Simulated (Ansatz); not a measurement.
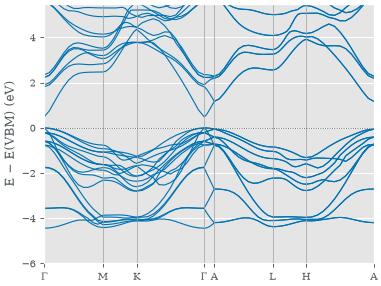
*Band structure from plane-wave PAW PBEsol (Ansatz code)*

Question: Read off the gap and where the band edges lie.

Answer: About 0.5 eV (0.50 eV by a search for the band edges); maximum at Γ, minimum at Γ.

Question: Which of these materials gives this?
A) CdS, wurtzite
B) CdSe, P6_3mc (Pearson symbol hP12)
C) BeS, NiAs type
D) SiC, P6_3mc (Pearson symbol hP16)

Answer: B, CdSe, P6_3mc (Pearson symbol hP12)

A made-up cell: these elements were put on the sites of a structure type. Its sites differ from those of the usual phase in this space group: another stacking or structure type. Symmetry was held in the PBEsol relaxation; whether a distortion lowers the energy is not shown. Spin–orbit coupling is left out wherever it is not named.

Potentials: the later of the program's two PAW sets.
